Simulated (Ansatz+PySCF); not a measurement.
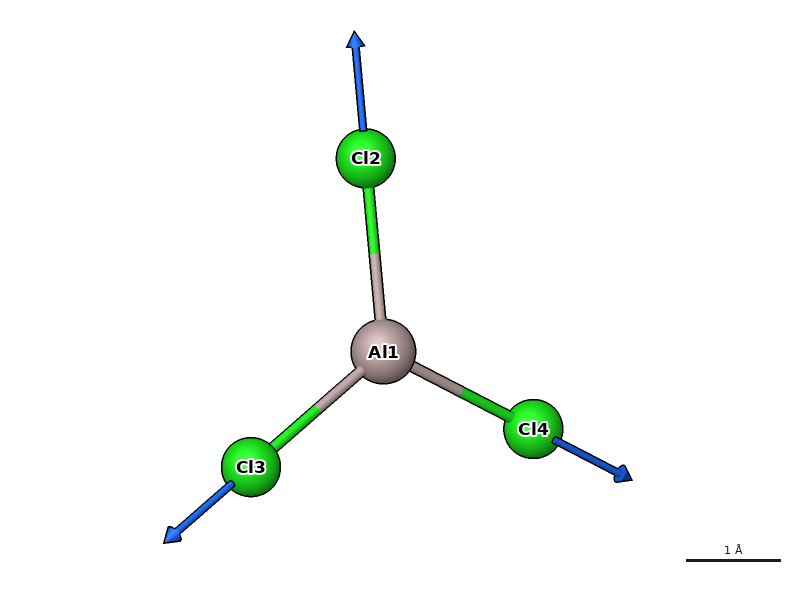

(Drawn from a calculation with Ansatz+PySCF.)

Arrows show the forces on the atoms, 4 Å of arrow for 1 eV/Å; forces under a tenth of the largest aren't drawn. Level of theory: R-PBE/def2-SVP (Ansatz).

List the force components in the frame of the picture (x right, y up, z towards the viewer), in eV/Å.

```
atom     Fx     Fy     Fz
 Al1   0.00   0.00   0.00
 Cl2  −0.02   0.27   0.02
 Cl3  −0.19  −0.16   0.12
 Cl4   0.21  −0.11  −0.14
```
